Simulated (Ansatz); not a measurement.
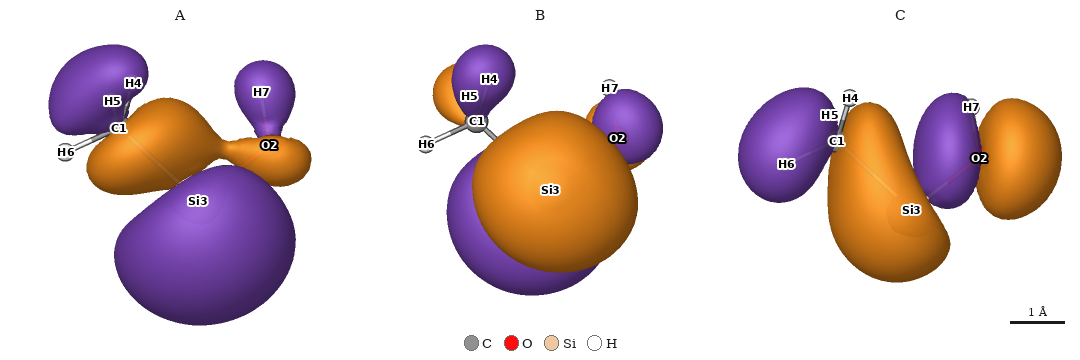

The picture shows: CH$_{4}$OSi (SMILES C[Si]O). Three frontier orbitals at ±0.08 Å⁻³ᐟ² (orange and purple are the two phases), in no order.

Geometry: PBE0-D3(BJ)/pcseg-1.

Computed with Ansatz 0.2.0, isolated molecule in a Gaussian basis; Kohn-Sham density functional theory, functional PBE0.

```xyz
7

C    -0.9356   -0.5219   -1.5186
O     1.6372   -0.6806   -0.5598
Si    0.1166   -0.3547    0.0714
H    -0.6024    0.1954   -2.2865
H    -0.8346   -1.5310   -1.9510
H    -2.0028   -0.3428   -1.3350
H     1.7207   -0.8748   -1.5046
```

Q: Order the three orbitals by energy and name them.

A: C is the HOMO−1 (−9.51 eV). By Hirshfeld shares it lies mainly on O2 (about 50 %), Si3 (about 20 %), C1 (about 20 %) and H6 (about 5 %). A is the HOMO (−6.45 eV). It lies mainly on Si3 (about 70 %) and C1 (about 20 %). B is the LUMO (−1.76 eV). By Hirshfeld shares it lies mainly on Si3 (about 80 %), O2 (about 10 %) and C1 (about 5 %).

Q: What is the HOMO–LUMO gap?

A: 4.69 eV between the orbital energies.
